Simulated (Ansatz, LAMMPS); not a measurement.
**Structural relaxation of amorphous poly(propylene oxide) (as short chains C35O12H72), from a frame at 260 K (238 atoms)**

How does amorphous poly(propylene oxide) (as short chains C35O12H72), from a frame at 260 K (238 atoms) relax, and what do bonds, charges and levels look like afterwards?

Method: Kohn-Sham DFT, PBE+D3(BJ), PAW (set soft_2), plane waves, in Ansatz 0.2.0.

## Step 1: The starting structure

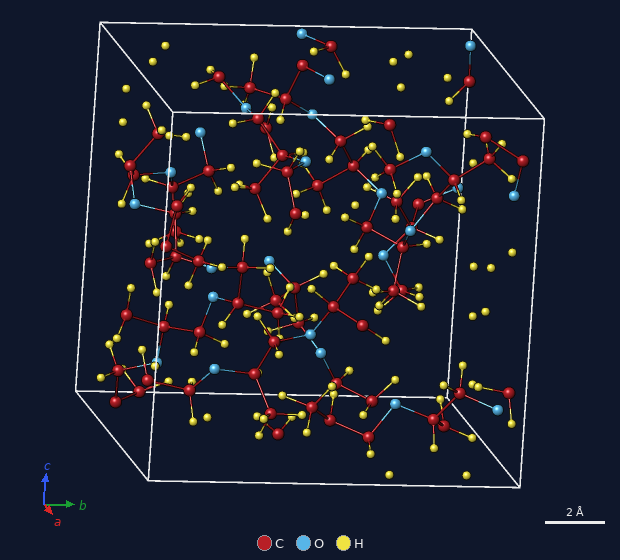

The starting structure, seen slightly off an axis (carbon red, oxygen blue, hydrogen yellow). Bonds to atoms that aren't drawn are left out. Some periodic images of atoms are drawn too.

The cell holds 238 atoms: 70 C, 24 O and 144 H. Its edges and angles: a = 13.014 Å, b = 13.014 Å, c = 13.014 Å, α = 90.0°, β = 90.0°, γ = 90.0°. 2 poly(propylene oxide) chains of 11 units with methyl end groups placed at random, at 1.03 g/cm³; overlaps pushed apart, then 20 ps at 800 K with MMFF94 bonds, angles, torsions, charges and radii (Halgren, J. Comput. Chem. 17, 490 (1996)) in harmonic and 12-6 forms. Snapshot after 30 ps at 260 K and fixed volume.

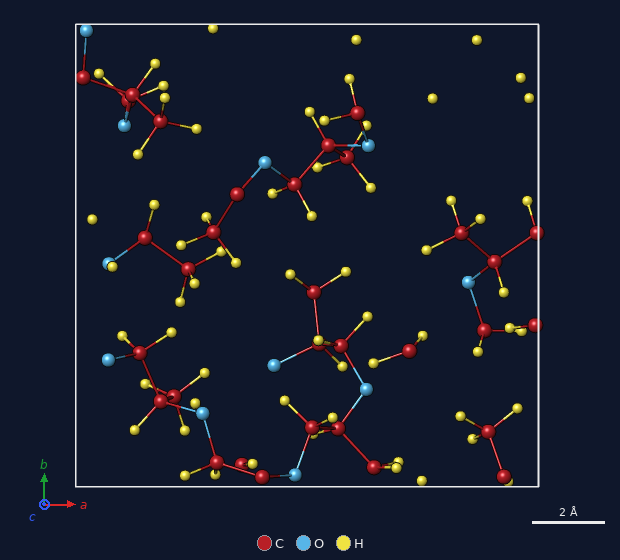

A slice 6 Å thick through the middle of the cell. Bonds to atoms that aren't drawn are left out.

Before any run, some limits are plain. The network of contacts between molecules at the start is that of the classical potential that made the cell. The density was typed from a rule of thumb and may lie off the real one at this temperature. The Brillouin zone is sampled at Γ only, in a cell whose shortest periodic width is 13 Å.

## Step 2: Single point at the start

A single point comes first, to see the forces before anything moves.

input.yaml reads:

```yaml
crystal:
  lattice:
    - [13.01425, 0.0, 0.0]
    - [0.0, 13.01425, 0.0]
    - [0.0, 0.0, 13.01425]
  atoms:
    - { symbol: C, position: [0.5691, 0.2092, 0.99479] }
    - { symbol: O, position: [0.59527, 0.28173, 0.91778] }
    - { symbol: C, position: [0.70878, 0.29196, 0.91719] }
    - { symbol: C, position: [0.7423, 0.357, 0.82683] }
    [... 228 atom lines left out ...]
    - { symbol: H, position: [0.73107, 0.94739, 0.86549] }
    - { symbol: H, position: [0.59599, 0.9313, 0.84581] }
    - { symbol: H, position: [0.68166, 0.9901, 0.75952] }
    - { symbol: H, position: [0.74491, 0.59678, 0.85575] }
    - { symbol: H, position: [0.66217, 0.62686, 0.75214] }
    - { symbol: H, position: [0.7984, 0.65992, 0.74191] }
kpoints:
  mp_grid: { grid: [1, 1, 1] }
hamiltonian:
  xc: pbe
  dispersion: d3bj
scf:
  occupations: { method: fermi_dirac, width: 0.025 }
output:
  forces: true
  stress: true
  populations: intrinsic
  dos:
    method: { smearing: { sigma: 0.15 } }
    de: 0.1
    projected: { site_lists: { C: [C], H: [H], O: [O] } }
  eigenvalues: true
```

Launch:

```sh
> ansatz run input.yaml --threads 4 --pin off --max-ram 8192MiB --backend cpu --events-out ev --progress --plain --runs-dir out
```

Run time: 46 s. Hardware: 4 threads of Arm Neoverse V2, shared host; peak memory 3.1 GiB; 3 min of CPU time.

The run gave:

```
free energy                                      : -33478.8643 eV
free energy per atom                             : -140.6675 eV/atom
SCF cycles                                       : 10
pressure                                         : 1.946 GPa
r.m.s. force component                           : 0.8199 eV/Å
longest force                                    : 3.773 eV/Å
Fermi energy                                     : 2.071 eV
gap (highest filled to lowest empty level) : 4.388 eV
```

The r.m.s. force component of 0.82 eV/Å and the pressure of 1.9 GPa set the starting point.

Length of the force by element:

```csv
element,coordination,atoms,mean length of the force (eV/Å),spread,least,most
C,all,70,1.78,0.744,0.167,3.77
H,all,144,0.930,0.489,0.208,3.07
O,all,24,1.39,0.735,0.362,3.26
```

## Step 3: Relaxation

The atoms are relaxed in the fixed cell, aiming at the force tolerance of the input.

input.yaml, the sections that differ from step 2:

```yaml
output:
  forces: true
relax:
  f_tol: 0.05
  max_steps: 200
# crystal, kpoints, hamiltonian, scf: as in step 2
```

The job ended after 5.6 min (4 threads; peak memory 3.1 GiB; 22 min of CPU time).

The steps of the relaxation:

```csv
step,energy less that of the first step (eV),largest force component (eV/Å)
1,0.0000,3.7674
2,-6.9954,1.4155
3,-8.2671,0.4580
4,-8.5761,0.1915
5,-8.7498,0.3660
6,-8.8406,0.3108
7,-8.9166,0.2131
8,-8.9606,0.2515
9,-8.9858,0.2949
10,-9.0027,0.2398
11,-9.0170,0.0837
12,-9.0256,0.0551
13,-9.0312,0.0782
14,-9.0344,0.0440
15,-9.0344,0.0440
16,-9.0379,0.0412
17,-9.0400,0.0310
18,-9.0420,0.0211
```

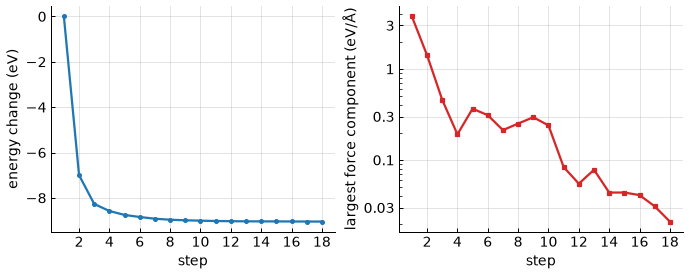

Energy and largest force along the relaxation.

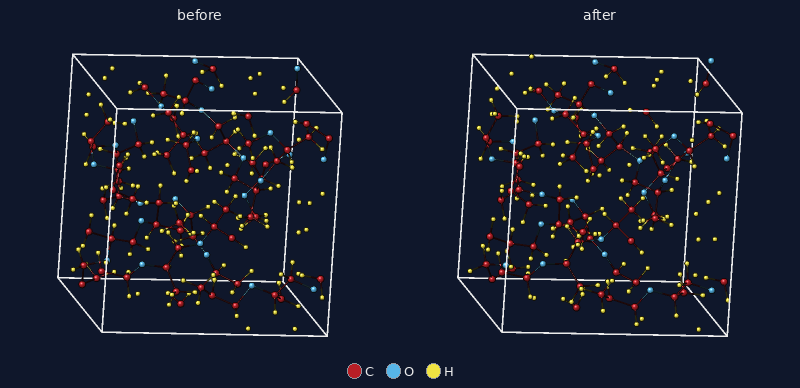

Before and after, at one scale. Bonds to atoms that aren't drawn are left out.

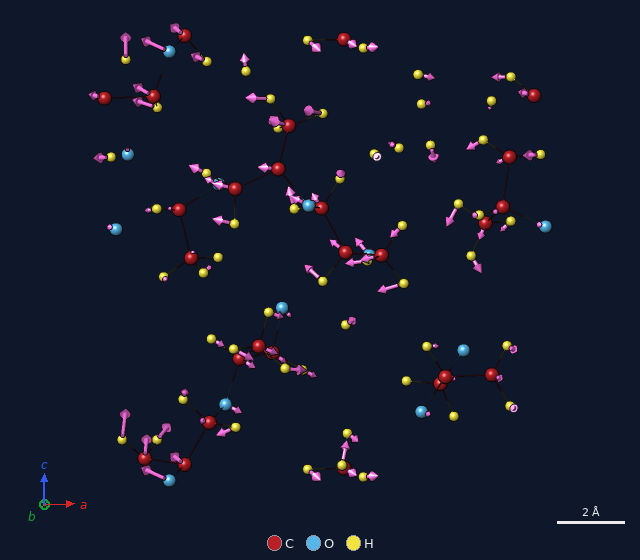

Displacements in the relaxation, scaled; the longest in the cell stands for 1.41 Å. Drawn is a slice 4 Å thick, seen along the normal of the ac plane. Bonds to atoms that aren't drawn are left out.

The atoms that moved most (Å):

```csv
atom,dx,dy,dz,length
H97,0.191,1.118,0.835,1.408
H96,0.066,1.052,0.720,1.277
O34,-0.741,0.925,0.290,1.220
H115,-0.576,-0.095,0.943,1.109
H116,-1.010,-0.041,0.436,1.101
C33,0.125,0.853,0.592,1.046
H119,0.948,-0.244,0.288,1.021
H73,-0.611,-0.775,0.181,1.003
```

The relaxation changed the energy by -38.0 meV/atom, and atoms moved by 0.51 Å r.m.s., 1.4 Å at most.

## Step 4: Distances and neighbours after relaxation

Bonds before and after, by the cutoffs listed below:

```csv
pair,bonds before,bonds after,mean before (Å),mean after (Å),spread before (Å),spread after (Å)
H-C,144,144,1.094,1.101,0.028,0.004
C-C,44,44,1.516,1.524,0.029,0.005
C-O,48,48,1.434,1.429,0.032,0.007
```

Density 1.03 g/cm³, 9.261 Å³ an atom.

Pair distribution functions g(r), in bins of 0.2 Å:

```csv
r (Å),total,H-H,H-C,H-O,C-C,C-O,O-O
1.00,1.99,0.00,5.55,0.00,0.00,0.00,0.00
1.20,1.71,0.00,4.81,0.00,0.00,0.00,0.00
1.40,0.73,0.00,0.00,0.00,0.00,12.35,0.00
1.60,0.58,0.00,0.00,0.00,6.75,0.00,0.00
1.80,0.98,2.69,0.00,0.00,0.00,0.00,0.00
2.00,0.55,0.06,0.02,4.28,0.00,0.00,0.00
2.20,1.25,0.52,2.85,0.39,0.00,0.00,0.00
2.40,1.08,1.30,0.14,0.51,1.73,5.82,0.00
2.60,1.29,1.56,0.68,3.10,1.01,0.08,0.00
2.80,0.93,0.76,1.25,1.56,0.04,0.13,0.40
3.00,0.83,1.15,0.70,0.28,0.51,0.89,2.37
3.20,0.71,0.87,0.78,0.54,0.42,0.21,0.30
3.40,0.84,0.72,1.08,1.31,0.09,0.31,0.00
3.60,0.83,0.86,0.87,0.58,0.78,0.56,3.01
3.80,1.01,1.17,1.06,0.63,1.00,0.66,0.63
4.00,1.04,0.97,1.19,1.16,0.92,0.59,0.56
4.20,0.93,0.93,0.99,0.74,1.08,0.83,0.34
4.40,1.07,1.21,0.98,0.90,1.33,0.92,0.47
4.60,1.08,1.20,1.04,0.97,1.15,0.71,0.71
4.80,1.07,0.98,1.11,1.10,1.15,1.11,1.45
5.00,1.05,0.96,1.06,1.07,1.25,1.25,1.44
5.20,1.00,1.00,0.96,1.05,1.22,0.96,0.34
5.40,1.04,0.96,1.07,1.15,1.27,0.99,0.42
5.60,0.98,0.95,1.01,0.88,1.02,1.15,0.67
5.80,1.02,0.98,1.06,1.00,0.96,1.19,1.18
6.00,1.04,1.04,0.94,1.16,0.95,1.35,1.43
6.20,0.99,0.92,0.99,1.17,0.91,1.20,0.96
6.40,1.03,1.02,1.03,1.12,0.94,1.07,1.12
```

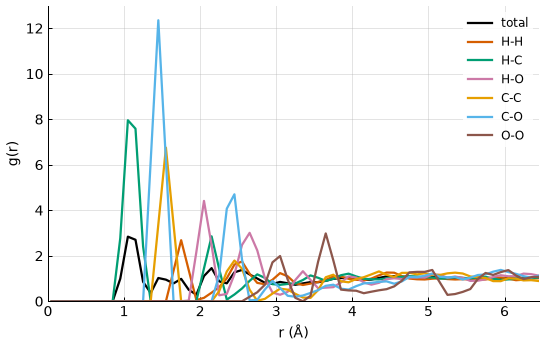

Pair distribution functions, lightly smoothed.

Bonds by pair of elements; cutoffs follow the first minimum of g(r), held within bounds set by covalent radii, and pairs that aren't listed don't count as bonded:

```csv
pair A-B,cutoff (Å),bonds,mean length (Å),spread (Å),shortest (Å),B about A,A about B
H-C,1.34,144,1.10,0.004,1.09,1,2.06
C-C,1.85,44,1.52,0.005,1.51,1.26,1.26
C-O,1.73,48,1.43,0.007,1.42,0.686,2
```

How many atoms have how many bonded neighbours:

```csv
element,mean,1,2,4
C,4,0,0,70
H,1,144,0,0
O,2,0,24,0
```

Bond angles, per cent of each kind in bins of 5°:

```csv
angle (°),C-C-H,H-C-H,H-C-O,C-C-O,C-O-C
100–105,0.0,0.0,3.9,4.5,0.0
105–110,59.1,100.0,41.0,50.0,0.0
110–115,40.9,0.0,55.1,43.9,66.7
115–120,0.0,0.0,0.0,1.5,33.3
```

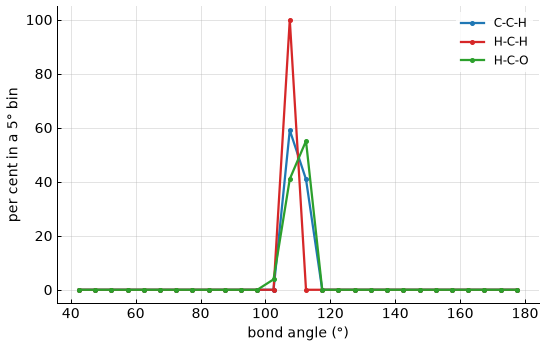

Distributions of the most common bond angles.

Bond angles (no mean is given where the spread exceeds 20°):

```csv
angle,count,mean (°),spread (°)
C-C-H,154,110,1.2
H-C-H,100,108,0.5
H-C-O,78,110,2
C-C-O,66,110,2.7
C-O-C,24,114,1.6
```

Counting bonds as in the table, all C atoms have 4, all H atoms have 1 and all O atoms have 2 bonded neighbours. The C-C-H angle averages 110° with a spread of 1.2°.

## Step 5: Single point at the relaxed geometry

The electronic structure is read at the final geometry, in a run of its own.

input.yaml reads:

```yaml
crystal:
  lattice:
    - [13.01425, 0.0, 0.0]
    - [0.0, 13.01425, 0.0]
    - [0.0, 0.0, 13.01425]
  atoms:
    - { symbol: C, position: [0.58952, 0.17953, 0.98401] }
    - { symbol: O, position: [0.61854, 0.24619, 0.90293] }
    - { symbol: C, position: [0.72299, 0.27619, 0.91248] }
    - { symbol: C, position: [0.74768, 0.35742, 0.83107] }
    [... 228 atom lines left out ...]
    - { symbol: H, position: [0.74501, 0.95461, 0.86643] }
    - { symbol: H, position: [0.61124, 0.92735, 0.86767] }
    - { symbol: H, position: [0.66368, 0.00404, 0.76776] }
    - { symbol: H, position: [0.79304, 0.62109, 0.83801] }
    - { symbol: H, position: [0.71814, 0.63805, 0.72375] }
    - { symbol: H, position: [0.84239, 0.69603, 0.73348] }
kpoints:
  mp_grid: { grid: [1, 1, 1] }
hamiltonian:
  xc: pbe
  dispersion: d3bj
scf:
  occupations: { method: fermi_dirac, width: 0.025 }
output:
  forces: true
  stress: true
  populations: true
  dos:
    method: { smearing: { sigma: 0.1 } }
    de: 0.1
    projected: { site_lists: { C: [C], H: [H], O: [O] } }
  eigenvalues: true
  write_density: true
  write_potential: true
  volumetric_format: npy
  elf: true
```

The job ended after 47 s (4 threads; peak memory 3.1 GiB; 3 min of CPU time).

The program notes that the exchange-correlation potential is rough where the density is thin.

The run gave:

```
free energy                                      : -33487.9062 eV
free energy per atom                             : -140.7055 eV/atom
SCF cycles                                       : 9
pressure                                         : -0.1311 GPa
r.m.s. force component                           : 0.00387 eV/Å
longest force                                    : 0.02627 eV/Å
Fermi energy                                     : 1.987 eV
gap (highest filled to lowest empty level) : 4.6 eV
spilling of the projection                       : 0.01244
```

Löwdin charges by element (they lack the spilled electrons, 0.030 e an atom on average):

```csv
element,coordination,atoms,mean charge (e),spread,least,most
C,all,70,-0.138,0.238,-0.477,0.132
H,all,144,0.174,0.0172,0.138,0.209
O,all,24,-0.350,0.0074,-0.360,-0.331
```

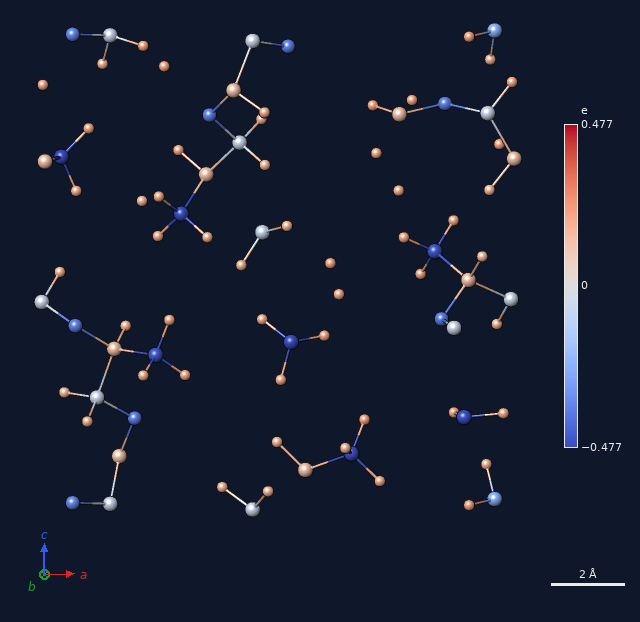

Atoms coloured by Löwdin charge. Drawn is a slice 4 Å thick, seen along the normal of the ac plane. Bonds to atoms that aren't drawn are left out.

Density of states as counts of states in windows of 1 eV (from the Fermi level), total and the larger projections:

```csv
from (eV),to (eV),total,C p,H s,O p,C s
-18,-17,3.7,0.4,0.5,0.5,2.2
-17,-16,21.9,2.5,3.5,2.7,12.4
-16,-15,18.4,2.7,3.7,1.1,9.5
-15,-14,11.5,1.8,3.1,1.2,5.2
-14,-13,36.4,6.5,9.3,3.3,15.3
-13,-12,4.4,0.9,1.2,0.2,1.5
-12,-11,34.8,10.6,8.5,5.1,8.4
-11,-10,9.1,3.1,2.4,1.0,2.0
-10,-9,38.7,21.5,6.4,8.8,1.0
-9,-8,47.2,26.8,8.1,10.1,1.1
-8,-7,50.9,29.3,10.8,8.9,0.9
-7,-6,73.2,42.0,21.7,7.3,0.6
-6,-5,71.0,40.4,20.6,8.5,0.4
-5,-4,48.9,15.5,10.2,20.1,0.4
-4,-3,15.0,2.3,2.4,9.9,0.2
-3,-2,34.9,5.5,4.7,23.7,0.4
-2,2,0.0,0.0,0.0,0.0,0.0
2,3,14.3,1.8,5.6,0.2,2.3
3,4,39.2,9.2,12.0,1.1,4.0
4,5,55.7,13.5,15.4,2.1,4.5
```

Between -24 and -18 eV lie 48 more states.

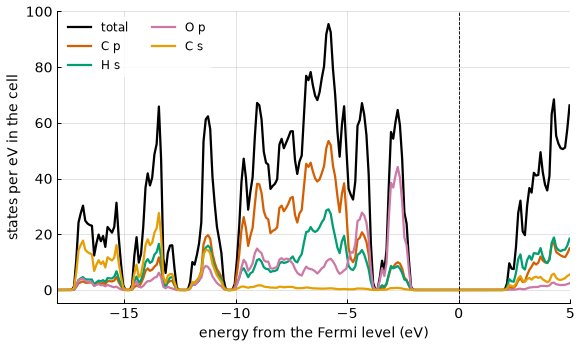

Total and projected density of states, with the broadening of the input.

The levels nearest the highest filled one (over half full), pooled over k-points and spins:

```csv
level less the highest filled one (eV),occupation
-0.282,2
-0.252,2
-0.226,2
-0.148,2
-0.0378,2
0,2
4.60,0
4.85,0
4.98,0
5.03,0
5.05,0
5.14,0
```

Mean Löwdin charges: C -0.14, H +0.17, O -0.35 e (they miss 1.2 % of the electrons, so they add up to more than the cell's charge). The largest share in the top eV of filled states is O p (69 % of the projected weight), and in the lowest eV of empty states H s (52 % of the projected weight).

## Step 6: Outcome

| Item | Value |
| --- | --- |
| energy change in the relaxation | -37.99 meV/atom |
| r.m.s. displacement | 0.511 Å |
| largest displacement | 1.408 Å |
| free energy per atom | -140.7055 eV/atom |
| pressure | -0.1311 GPa |
| r.m.s. force component | 0.00387 eV/Å |
| gap (highest filled to lowest empty level) | 4.6 eV |
| wall time of the 3 DFT runs | 7.1 min |

Relaxation lowers the energy by 38.0 meV/atom and moves atoms by 0.51 Å r.m.s.; the r.m.s. force component goes from 0.82 to 0.0039 eV/Å, the pressure goes from 1.9 to -0.13 GPa, and the gap from 4.39 to 4.60 eV. By the final cutoffs no bond was broken or made. First to last step the energy falls by 9.042 eV; the largest move, 1.41 Å, is that of H97. The C-C bonds go from 1.516 Å (spread 0.029) to 1.524 Å (spread 0.005). Counting bonds as in the table, all C atoms have 4, all H atoms have 1 and all O atoms have 2 bonded neighbours. Between filled and empty levels lie 4.60 eV (at Γ alone); a semilocal functional tends to put such gaps too low. In a disordered cell it changes from sample to sample, and tail or defect levels can set it.

What to keep in mind: The network of contacts between molecules at the start is that of the classical potential that made the cell; in DFT atoms moved by 0.51 Å r.m.s.

[Logs are printed without paths, hosts, clocks, repeated set-up lines and the standing remarks that a program may print on its own settings, such as how far it seeks lower states.]

[Hosts, paths, dates, database ids (printed as entryN), source tags and the programs' standing remarks are cut or masked in the printed files.]

[The MMFF94 radii named for the starting cell were scaled by 0.96; in molecules described by MMFF94, hydrogen bound to N, O or S took a small fixed 12-6 site in their place.]
